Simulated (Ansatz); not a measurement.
```xyz
11

Ge    0.2407    0.1021   -0.0778
H     0.2273   -0.1604    1.4470
C     2.0713    0.0007   -0.7252
H     2.5059   -0.9885   -0.5184
H     2.1090    0.1726   -1.8113
H     2.6987    0.7610   -0.2363
H    -0.3675    1.4839   -0.3671
H    -0.6063   -0.9941   -0.7635
O    -2.6113    0.0223    1.0658
H    -2.6607   -0.8069    0.5507
H    -2.0936   -0.2224    1.8580
```

The calculation used RKS LDA/def2-mTZVP (Ansatz).

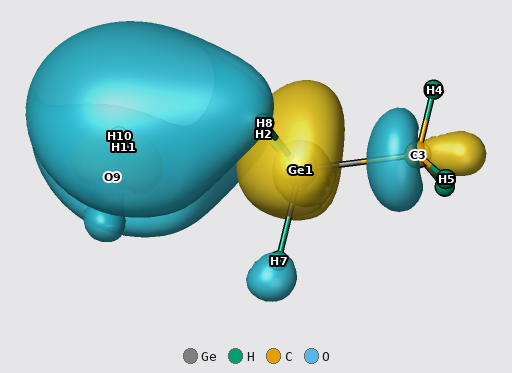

CH6Ge···H2O. One frontier orbital at ±0.08 Å⁻³ᐟ² (yellow and cyan are the two phases), seen from one side.

Which orbital is it: HOMO or LUMO?

The LUMO, at −0.57 eV. Its weight (Hirshfeld) is mainly on H11 (about 20 %), H10 (about 20 %), Ge1 (about 15 %), O9 (about 15 %), H2 (about 5 %) and H8 (about 5 %).
